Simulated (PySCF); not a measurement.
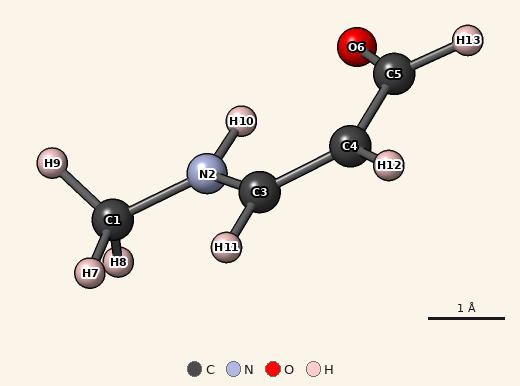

**Figure 1.** The input geometry of run 1 (ball-and-stick view, seen at a tilt; atoms are numbered from 1 in the order of the input).

## C4H7NO: a changed input and its effect

System: C4H7NO.
Method of run 1: GIAO PBE0/pcSseg-1 NMR shielding, non-relativistic, gas phase (PySCF 2.14.0).

The geometry comes from this level: PBE0-D3(BJ)/def2-SVP. Text and figures count atoms from 1; the logs count them from 0 in places.

## Input file, run 1
```
{"job": {"kind": "nmr", "xc": "PBE0", "basis": "pcSseg-1", "pop": false}, "charge": 0, "multiplicity": 1}
C      2.085891    -0.258302    -0.229796
N      0.664736    -0.272939    -0.048376
C     -0.129792     0.795189    -0.094948
C     -1.495906     0.747245     0.084825
C     -2.153025    -0.498571     0.340139
O     -1.589335    -1.592360     0.419905
H      2.428427     0.770058    -0.416161
H      2.390924    -0.879214    -1.088669
H      2.612115    -0.635327     0.663147
H      0.151187    -1.147419     0.137660
H      0.368281     1.753516    -0.290299
H     -2.077036     1.667715     0.031289
H     -3.260854    -0.449105     0.473557
```

The first line tells a small driver script what to run in PySCF; the rest is the geometry in Å.

Launched with:
```bash
OMP_NUM_THREADS=1 python <driver script> task.json out
```

Hardware: 1 CPU thread, shared host.

## Output (run 1)
```
coarse grid: 10832 points
cycle   1  E = -286.0686518448  dE =  8.654e-01  |g| = 7.637e-01  |ddm| = 3.136e+00
cycle   2  E = -285.5967273545  dE =  4.719e-01  |g| = 1.661e+00  |ddm| = 2.369e+00
cycle   3  E = -286.1855903494  dE = -5.889e-01  |g| = 1.569e-01  |ddm| = 1.893e+00
cycle   4  E = -286.1906488977  dE = -5.059e-03  |g| = 7.469e-02  |ddm| = 1.960e-01
cycle   5  E = -286.1919612603  dE = -1.312e-03  |g| = 1.313e-02  |ddm| = 6.478e-02
cycle   6  E = -286.1919964768  dE = -3.522e-05  |g| = 5.723e-03  |ddm| = 1.248e-02
cycle   7  E = -286.1920035001  dE = -7.023e-06  |g| = 1.868e-03  |ddm| = 5.254e-03
final grid: 104640 points
cycle   8  E = -286.2347642367  dE = -7.880e-06  |g| = 1.442e-02  |ddm| = 2.795e-02
cycle   9  E = -286.2346423853  dE =  1.219e-04  |g| = 2.904e-02  |ddm| = 3.137e-02
cycle  10  E = -286.2348048884  dE = -1.625e-04  |g| = 2.030e-03  |ddm| = 2.237e-02
cycle  11  E = -286.2348058299  dE = -9.415e-07  |g| = 1.765e-04  |ddm| = 1.770e-03
cycle  12  E = -286.2348058354  dE = -5.486e-09  |g| = 1.227e-04  |ddm| = 2.470e-04
cycle  13  E = -286.2348058388  dE = -3.384e-09  |g| = 3.010e-05  |ddm| = 1.003e-04
cycle  14  E = -286.2348058390  dE = -2.095e-10  |g| = 1.076e-05  |ddm| = 4.044e-05
converged SCF energy = -286.2348058390

GIAO shielding tensors (ppm)
atom      isotropic    diamagn.    paramagn.     s11        s22        s33       span
  0 C      147.802     243.144     -95.342    127.835    130.230    185.342     57.506
  1 N      144.940     329.313    -184.373     25.640    199.174    210.005    184.365
  2 C       26.555     253.723    -227.169    -67.331     27.660    119.335    186.666
  3 C       86.466     259.753    -173.287    -14.255    121.035    152.618    166.873
  4 C       -6.945     243.677    -250.622   -100.730    -17.567     97.463    198.192
  5 O     -196.532     406.583    -603.116   -635.540   -305.300    351.244    986.784
  6 H       28.839      28.736       0.103     26.032     27.456     33.029      6.996
  7 H       28.125      27.631       0.495     23.691     26.238     34.447     10.757
  8 H       28.124      27.634       0.490     23.688     26.236     34.447     10.759
  9 H       20.370      33.530     -13.161      8.398     20.248     32.462     24.064
 10 H       24.902      31.523      -6.621     22.557     24.095     28.055      5.498
 11 H       26.383      31.658      -5.275     25.010     25.704     28.435      3.425
 12 H       22.045      26.117      -4.072     19.346     22.371     24.417      5.071
```

For run 2 the input was changed thus:
```diff
-C      2.085891    -0.258302    -0.229796
-N      0.664736    -0.272939    -0.048376
-C     -0.129792     0.795189    -0.094948
-C     -1.495906     0.747245     0.084825
-C     -2.153025    -0.498571     0.340139
-O     -1.589335    -1.592360     0.419905
-H      2.428427     0.770058    -0.416161
-H      2.390924    -0.879214    -1.088669
-H      2.612115    -0.635327     0.663147
-H      0.151187    -1.147419     0.137660
-H      0.368281     1.753516    -0.290299
-H     -2.077036     1.667715     0.031289
-H     -3.260854    -0.449105     0.473557
+C      2.093571    -0.204041    -0.258758
+N      0.676236    -0.268952    -0.061186
+C     -0.042621     0.799620    -0.119192
+C     -1.464300     0.754392     0.076774
+C     -2.066522    -0.447283     0.330633
+O     -1.422624    -1.579631     0.408545
+H      2.452776     0.823821    -0.455379
+H      2.391499    -0.843144    -1.106778
+H      2.621825    -0.591614     0.628444
+H     -0.433035    -1.339125     0.241933
+H      0.431068     1.778712    -0.323271
+H     -2.057703     1.666050     0.024079
+H     -3.150509    -0.525795     0.486478
```

What does this change do to the results?

With the same method and basis, run 2 lies 5.9 kcal/mol higher. The HOMO goes from −6.20 to −6.43 eV. The LUMO goes from −0.91 to −0.98 eV. The dipole moment goes from 3.72 to 2.04 D. Of all shieldings, the largest change is that of O6, by +322.4 ppm. The number of SCF iterations is the same.

## Output (run 2)
```
coarse grid: 10832 points
cycle   1  E = -286.1156198062  dE =  8.301e-01  |g| = 5.857e-01  |ddm| = 3.149e+00
cycle   2  E = -286.0231282207  dE =  9.249e-02  |g| = 9.208e-01  |ddm| = 1.051e+00
cycle   3  E = -286.1780117529  dE = -1.549e-01  |g| = 1.434e-01  |ddm| = 7.335e-01
cycle   4  E = -286.1824059168  dE = -4.394e-03  |g| = 4.738e-02  |ddm| = 1.477e-01
cycle   5  E = -286.1828957846  dE = -4.899e-04  |g| = 1.678e-02  |ddm| = 4.661e-02
cycle   6  E = -286.1829616645  dE = -6.588e-05  |g| = 5.316e-03  |ddm| = 1.744e-02
cycle   7  E = -286.1829671504  dE = -5.486e-06  |g| = 2.352e-03  |ddm| = 5.051e-03
final grid: 104640 points
cycle   8  E = -286.2253649849  dE = -2.420e-05  |g| = 9.232e-03  |ddm| = 2.677e-02
cycle   9  E = -286.2253326482  dE =  3.234e-05  |g| = 1.562e-02  |ddm| = 1.709e-02
cycle  10  E = -286.2253821557  dE = -4.951e-05  |g| = 1.760e-03  |ddm| = 1.182e-02
cycle  11  E = -286.2253828603  dE = -7.046e-07  |g| = 2.127e-04  |ddm| = 1.464e-03
cycle  12  E = -286.2253828641  dE = -3.845e-09  |g| = 1.489e-04  |ddm| = 2.503e-04
cycle  13  E = -286.2253828697  dE = -5.562e-09  |g| = 3.363e-05  |ddm| = 1.442e-04
cycle  14  E = -286.2253828699  dE = -2.005e-10  |g| = 1.626e-05  |ddm| = 3.293e-05
converged SCF energy = -286.2253828699

GIAO shielding tensors (ppm)
atom      isotropic    diamagn.    paramagn.     s11        s22        s33       span
  0 C      137.283     243.778    -106.495    109.549    122.522    179.778     70.230
  1 N      -15.863     331.148    -347.012   -283.095     -8.751    244.256    527.350
  2 C       15.071     253.113    -238.042    -79.284     17.871    106.626    185.909
  3 C       85.086     258.797    -173.711    -17.162    115.472    156.949    174.111
  4 C       11.374     247.909    -236.535    -91.828     18.057    107.894    199.722
  5 O      125.902     397.125    -271.223    -21.067     90.382    308.390    329.456
  6 H       28.576      28.766      -0.190     26.542     26.858     32.328      5.786
  7 H       27.624      28.155      -0.531     24.157     26.188     32.527      8.370
  8 H       27.625      28.173      -0.549     24.157     26.187     32.530      8.372
  9 H       14.335      28.457     -14.122     -0.163     11.074     32.095     32.258
 10 H       23.575      31.373      -7.798     22.402     22.712     25.610      3.209
 11 H       26.285      31.126      -4.841     25.302     26.165     27.387      2.085
 12 H       23.842      27.367      -3.525     21.080     24.309     26.137      5.057
```

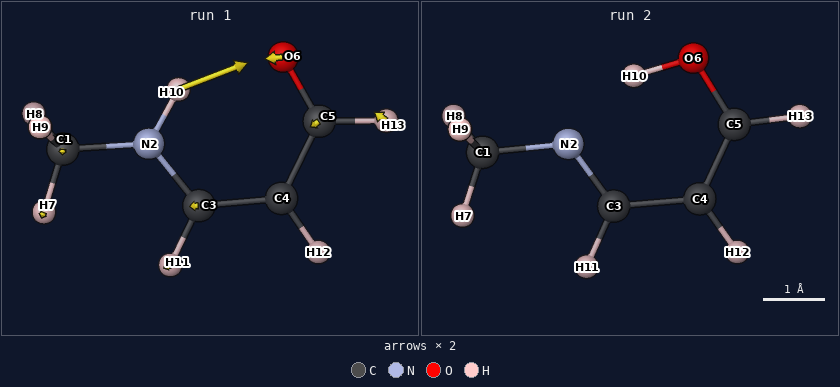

**Figure 2.** The two input geometries at one scale (ball-and-stick view, seen on its broad side). The yellow arrows on the first give the shifts of the atoms after the best rigid fit, magnified 2 times. H10 moves most after the best rigid fit: 0.63 Å. Largest moves by element: H 0.63 Å, O 0.16 Å, C 0.10 Å, N 0.01 Å. Among the contacts that change: O6–H10 1.819 → 1.032 Å, N2–H10 1.031 → 1.571 Å, C5–O6 1.233 → 1.305 Å, C4–C5 1.431 → 1.368 Å.

## The two runs side by side

```csv
quantity,run 1,run 2
outcome,converged,converged
total energy (hartree),−286.234806,−286.225383
HOMO (eV),−6.20,−6.43
LUMO (eV),−0.91,−0.98
dipole moment (D),3.72,2.04
shielding of C1 (ppm),147.8,137.3
shielding of N2 (ppm),144.9,−15.9
shielding of C3 (ppm),26.6,15.1
shielding of C5 (ppm),−6.9,11.4
shielding of O6 (ppm),−196.5,125.9
shielding of H10 (ppm),20.4,14.3
shielding of H13 (ppm),22.0,23.8
SCF iterations,14,14
basis functions,137,137
wall time (shared host),10 s,10 s
```
